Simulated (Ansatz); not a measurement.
Given this structure, the input geometry of an electronic-structure calculation (not necessarily at equilibrium), written in its standard cell:

```cif
data_structure
_symmetry_space_group_name_H-M 'R-3m:H'
_symmetry_Int_Tables_number 166
_cell_length_a 3.7509
_cell_length_b 3.7509
_cell_length_c 10.8825
_cell_angle_alpha 90.000
_cell_angle_beta 90.000
_cell_angle_gamma 120.000
_cell_volume 132.59
loop_
_atom_site_label
_atom_site_type_symbol
_atom_site_symmetry_multiplicity
_atom_site_Wyckoff_symbol
_atom_site_fract_x
_atom_site_fract_y
_atom_site_fract_z
_atom_site_occupancy
As1 As 6 c 0.00000 0.00000 0.22520 1
```

Question: Predict the [001] zone-axis pattern (80 kV, kinematic, B = 0.8 Å²).

Answer: The spots form a hexagonal net with both shortest vectors at d = 1.88 Å, 60.0° apart. They are 1 1 0 and -1 2 0. The pattern has symmetry 6mm. The lattice centring (R) removes all reflections that break −h + k + l = 3n.

Strongest reflections with d > 0.80 Å, one of each family (|F|² from tabulated Gaussian fits of the electron scattering factors, times a small damping for the curvature of the Ewald sphere):

```tsv
hkl	d (Å)	I (strongest = 100)
2 -1 0	1.875	100
3 0 0	1.083	23
4 -2 0	0.938	14
```

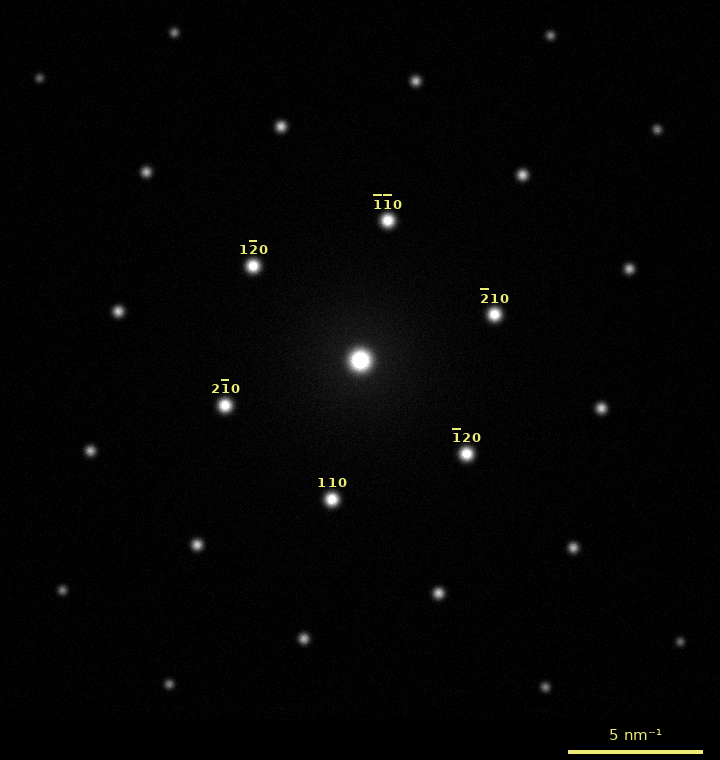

Calculated pattern, seen from the source side with [001] pointing towards the source.
